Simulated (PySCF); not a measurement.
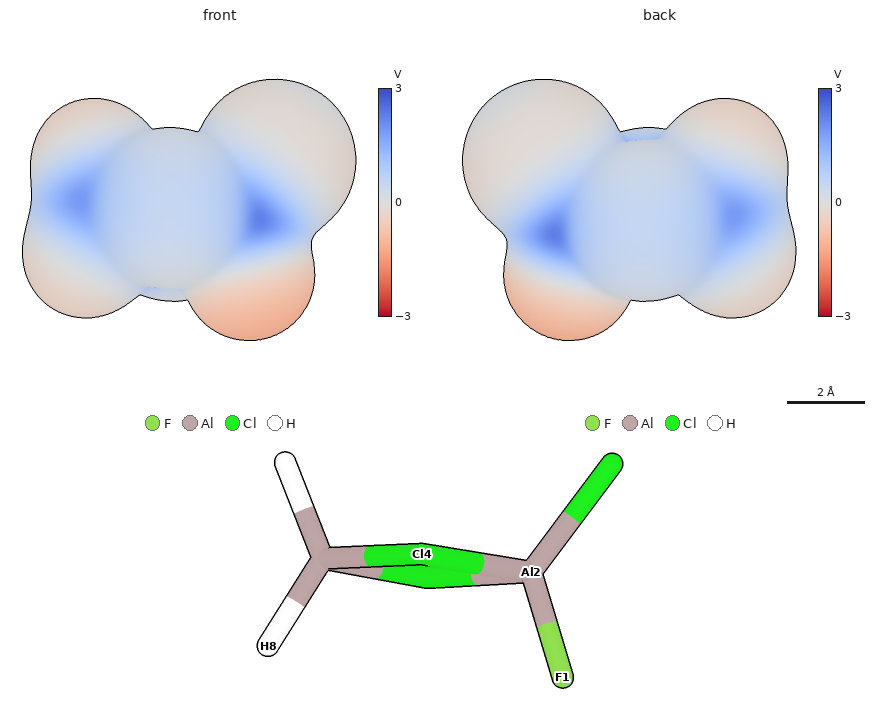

Al2Cl3FH2. The electrostatic potential painted on the density surface at 0.001 e/bohr³, seen from the front and from behind; red is negative and blue positive. The bare structure is drawn below in the same view.

Geometry: GFN2-xTB.

Level of theory: wB97X-D/def2-SVPD, SCF density, gas phase in PySCF 2.14.0.

```yaml
atoms:
  - { symbol: F, position_ang: [-2.1970, -0.4380, -1.3632] }
  - { symbol: Al, position_ang: [-1.4383, 0.4656, -0.2113] }
  - { symbol: Cl, position_ang: [-2.2280, 2.0011, 0.8261] }
  - { symbol: Cl, position_ang: [0.5333, 0.9526, -1.1134] }
  - { symbol: Al, position_ang: [1.4866, -0.5095, 0.1849] }
  - { symbol: Cl, position_ang: [-0.4274, -1.0347, 1.0776] }
  - { symbol: H, position_ang: [2.2997, 0.2655, 1.2418] }
  - { symbol: H, position_ang: [1.9801, -1.6932, -0.6670] }
```

Describe the electrostatic potential map.

Answer. The most negative region (about −1.1 V, or −25 kcal/mol for a unit charge) lies over F1, the most positive (about +2.1 V, or +48 kcal/mol for a unit charge) over Al2.

How polar is the molecule by this calculation?

Answer. Its dipole moment is 1.09 D.
